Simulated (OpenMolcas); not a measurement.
**Co⁴⁺ among point charges: CASSCF and CASPT2 levels and susceptibility**

How does a field of 6 point charges split the states of Co⁴⁺, and what χT follows?

Method: state-averaged CASSCF and CASPT2, spin-orbit coupling by RASSI with atomic mean-field integrals. Code: OpenMolcas 26.06.

**1. Starting point**

| Quantity | Value |
| --- | --- |
| Species | Co⁴⁺ (cobalt, Z = 27, 23 electrons) |
| Basis | ANO-RCC-VTZP [6s5p3d2f1g], 59 functions |
| Scalar Hamiltonian | DKH2, point nucleus |
| Inactive shells | 1s 2s 2p 3s 3p |
| Active space | 5 electrons in 5 orbitals (3d) |
| Some configurations of this space | 3d⁵ |
| Orbitals | optimised for each spin and parity, averaged over all roots |

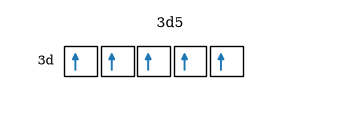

The shells outside the core, filled by Hund's rule for the drawing.

The ion sits among 6 point charges of -1.2 e arranged as a trigonal antiprism (D3d), 1.76 Å from the ion, with a polar angle of 64.6° against the regular 54.74°.

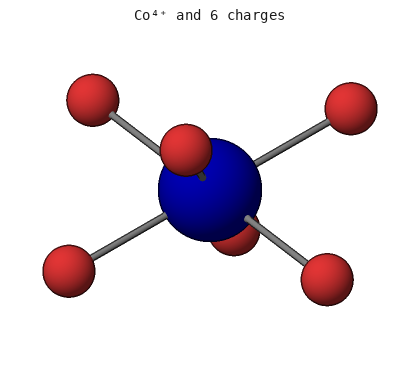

The ion and the point charges (red).

The work runs as a chain of OpenMolcas steps in one folder; each step below is one input file. Labels, J, g values, rates, χT and fits are worked out afterwards by a script from the matrices that RASSI stores. The input lists half of the charges; inversion (Group=XYZ) makes the rest.

**2. One- and two-electron integrals**

a.inp

```
&GATEWAY
Coord
1

Co 0.0 0.0 0.0
Basis=ANO-RCC-VTZP
Group=XYZ
NoMove
AngMom=0.0 0.0 0.0
AMFI
XField
3 Angstrom 0
0.000000 1.589712 0.755258 -1.200000
1.376731 -0.794856 0.755258 -1.200000
1.376731 0.794856 -0.755258 -1.200000
&SEWARD
```

The run is started by

```console
$ OMP_NUM_THREADS=1 MOLCAS_MEM=1689 MOLCAS_PROJECT=a pymolcas a.inp > a.log
```

**3. Reference wave functions, sextets of even parity, 1 root**

a.inp

```
&RASSCF
FileOrb=start.orb
Symmetry=1
Spin=6
nActEl=5 0 0
Inactive=3 6
Ras2=5 0
CIRoot=1 1 1
SDav=1
CIMx=300
Iter=120 100
PrWF=0.3
OrbListing=Nothing
MaxOrb=0
>>> COPY $Project.JobIph JOB001
```

start.orb holds the contracted functions of the basis, ordered by shell, or the orbitals of the step before.

**4. CASSCF: quartets of even parity, 24 roots**

a.inp

```
&RASSCF
FileOrb=start.orb
Symmetry=1
Spin=4
nActEl=5 0 0
Inactive=3 6
Ras2=5 0
CIRoot=24 24 1
SDav=24
CIMx=300
Iter=120 100
PrWF=0.3
OrbListing=Nothing
MaxOrb=0
>>> COPY $Project.JobIph JOB002
```

**5. Reference wave functions, doublets of even parity, 75 roots**

a.inp

```
&RASSCF
FileOrb=start.orb
Symmetry=1
Spin=2
nActEl=5 0 0
Inactive=3 6
Ras2=5 0
CIRoot=75 75 1
SDav=75
CIMx=300
Iter=120 100
PrWF=0.3
OrbListing=Nothing
MaxOrb=0
>>> COPY $Project.JobIph JOB003
```

**6. State interaction with spin-orbit coupling**

a.inp

```
&RASSI
NrOfJobIphs=3 1 24 75
1
1 2 3 4 5 6 7 8 9 10 11 12 13 14 15 16 17 18 19 20 21 22 23 24
1 2 3 4 5 6 7 8 9 10 11 12 13 14 15 16 17 18 19 20 21 22 23 24 25 26 27
28 29 30 31 32 33 34 35 36 37 38 39 40 41 42 43 44 45 46 47 48 49 50 51
52 53 54 55 56 57 58 59 60 61 62 63 64 65 66 67 68 69 70 71 72 73 74 75
IphNames
JOB001
JOB002
JOB003
EJob
SpinOrbit
DIPRint=1.0
SOCoupling=1000.0
Subsets=2
Property=9
'ANGMOM' 1 'ANGMOM' 2 'ANGMOM' 3 'MLTPL  1' 1 'MLTPL  1' 2 'MLTPL  1' 3
'AMFI' 1 'AMFI' 2 'AMFI' 3
SOProperty=3
'ANGMOM' 1 'ANGMOM' 2 'ANGMOM' 3
```

**7. CASPT2: IPEA 0.25, imaginary shift 0.1 (closed shells correlated: 3s 3p)**

a.inp

```
>>> COPY JOB001 $Project.JobIph
&CASPT2
Multistate=1 1
Frozen=2 3
IPEA=0.25
Imaginary=0.1
MaxIter=60
WThr=0.0 0.3 0.05
PrWF=0.5
NoMix
>>> COPY JOB002 $Project.JobIph
&CASPT2
Multistate=24 1 2 3 4 5 6 7 8 9 10 11 12 13 14 15 16 17 18 19 20 21 22
23 24
NoMult
Frozen=2 3
IPEA=0.25
Imaginary=0.1
MaxIter=60
WThr=0.0 0.3 0.05
PrWF=0.5
NoMix
>>> COPY JOB003 $Project.JobIph
&CASPT2
Multistate=75 1 2 3 4 5 6 7 8 9 10 11 12 13 14 15 16 17 18 19 20 21 22
23 24 25 26 27 28 29 30 31 32 33 34 35 36 37 38 39 40 41 42 43 44 45 46
47 48 49 50 51 52 53 54 55 56 57 58 59 60 61 62 63 64 65 66 67 68 69 70
71 72 73 74 75
NoMult
Frozen=2 3
IPEA=0.25
Imaginary=0.1
MaxIter=60
WThr=0.0 0.3 0.05
PrWF=0.5
NoMix
```

(Steps that only read results are left out.)

**Question.** What will these runs give? Wanted: spin-free ground state; lowest level; next level.

The runs gave:

| quantity | value |
| --- | --- |
| method | SS-CASPT2, IPEA 0.25, imaginary shift 0.1 (closed shells correlated: 3s 3p) |
| spin-free ground state | 6A1, 1-fold in its orbital part |
| lowest level | 2-fold E1/2, g = 2.00, 6.01, 6.01 |
| next level | 0.2 cm⁻¹ |
| χT at 300 K | 4.38 cm³ K/mol |
| effective moment at 300 K | 5.92 μB |

Cost by method:

```csv
method,time of its own steps,time with the reference
A. CASSCF,32 s,32 s
"B. SS-CASPT2, IPEA 0.25, imaginary shift 0.1, +3s 3p",13 s,45 s
```

Times are of one thread on a shared host.

The spin-free ground state (6A1) comes to 100 % from free-ion S terms and keeps the highest spin of the shell. χT at 300 K is 4.38, against 4.39 cm³ K/mol for the spin alone, as a half-filled shell (L = 0) has no orbital moment. An active space of the d shell alone favours high spin; real ions in strong fields can be low spin. CASPT2 does not keep the components of a term degenerate, and the means are used. The field of point charges can differ much from that of real complexes. With metal d orbitals alone active, the gaps between spin states are rough; where two lie within a few thousand cm-1, their order is open. Point charges carry no covalency, so the field is a model and not that of real ligands.
